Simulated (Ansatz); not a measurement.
A computed series for BeTe: pressure series

The reference is BeTe in the zinc blende structure (space group F-43m, No. 216; a = 5.6637 Å).

Cell and atoms are relaxed at each pressure.

Level of theory: PBE (Ansatz, an electronic-structure program, PAW, without spin-orbit coupling).

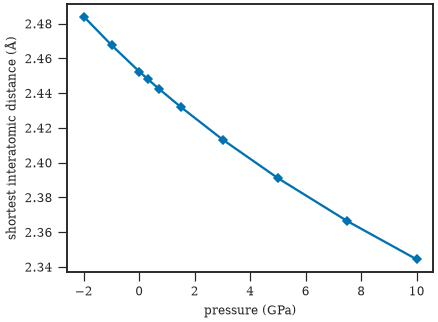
Figure: Shortest interatomic distance against pressure

**Question.** From the plot, what is the shortest interatomic distance for pressure −2 GPa?

**Answer.** About 2.48 Å.

**Question.** Is the trend monotonic over the range shown?

**Answer.** Yes, it falls throughout, spanning 2.344 Å to 2.484 Å.

Load acts through the strain it causes; cell and atoms are relaxed under it. Whether these cells are dynamically stable was not tested. Competing high-pressure phases were not computed.
